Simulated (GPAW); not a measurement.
## Property calculation of CH$_{4}$AlFS

System: CH$_{4}$AlFS, SMILES [CH3][Al]([F])[SH].
Method: PBE0/plane waves, scalar-relativistic datasets (GPAW 26.7.0).

The geometry comes from this level: PBE0-D4/def2-TZVP.

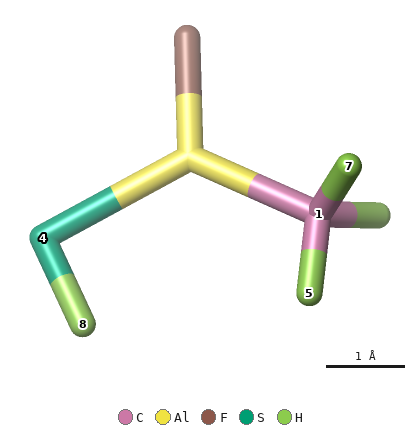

*The structure as given in the input (stick view, seen at a tilt; atoms are numbered from 1 in the order of the input). Sticks mark near contacts.*

Bond lengths as drawn: Al–C 1.93 Å, Al–F 1.65 Å, Al–S 2.18 Å, C–H 1.09 Å and H–S 1.34 Å.

Key numbers:

```tsv
quantity	value
outcome	converged
energy relative to the program's reference atoms	−38.8473 eV
largest force	0.361 eV/Å
HOMO	−7.89 eV
LUMO	−0.92 eV
dipole moment	2.61 D
hardware	1 thread of Arm Neoverse V1, 24 GiB of memory available, shared host
wall time	3.7 min
peak memory	0.68 GiB
```

Input file (gs.py):
```python
import numpy as np
from ase.io import read
from ase.units import Debye
from gpaw import GPAW, PW

atoms = read('gs.xyz')
atoms.center(vacuum=4.5)

calc = GPAW(mode=PW(500), xc='PBE0', maxiter=100, symmetry='off', txt='gs.txt')
atoms.calc = calc

energy = atoms.get_potential_energy()
print(f'Energy: {energy:.5f} eV')
forces = atoms.get_forces()
print('Forces (eV/Ang)')
for symbol, f in zip(atoms.symbols, forces):
    print(f'{symbol:2} {f[0]:9.4f} {f[1]:9.4f} {f[2]:9.4f}')
dipole = atoms.get_dipole_moment() / Debye
print(f'Dipole                  {np.linalg.norm(dipole):.3f} D')
homo, lumo = calc.get_homo_lumo()
print(f'HOMO: {homo:.3f} eV')
print(f'LUMO = {lumo:.3f} eV')
print(f'Gap: {lumo - homo:.3f} eV')
```

File gs.xyz:
```
8

C     -0.164800     1.144700    -0.030300
Al     0.702600    -0.583900    -0.058200
F      2.341300    -0.684100    -0.222200
S     -0.295900    -2.510100     0.113800
H     -1.250400     1.067300     0.056300
H      0.201100     1.741800     0.810100
H      0.065400     1.703100    -0.942200
H     -1.507100    -1.935800     0.216800
```

Run as:
```bash
python gs.py > gs.log
```

What the program printed:
```
Energy: -38.84725 eV
Forces (eV/Ang)
C     0.0120    0.0026   -0.0008
Al   -0.3572    0.0434    0.0350
F     0.3551   -0.0382   -0.0460
S     0.0057   -0.0321    0.0012
H     0.0012    0.0017   -0.0006
H    -0.0029    0.0061   -0.0021
H    -0.0031    0.0061    0.0015
H    -0.0066   -0.0002    0.0001
Dipole                  2.614 D
HOMO: -7.542 eV
LUMO = -0.569 eV
Gap: 6.974 eV
```

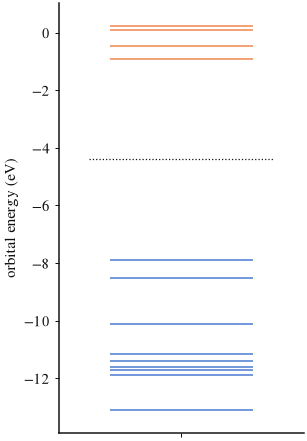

*Orbital energies near the frontier; the dotted line parts filled from empty levels, and levels within 0.02 eV of each other stand side by side.*

Highest filled −7.89 eV, lowest empty −0.92 eV, 6.97 eV apart.
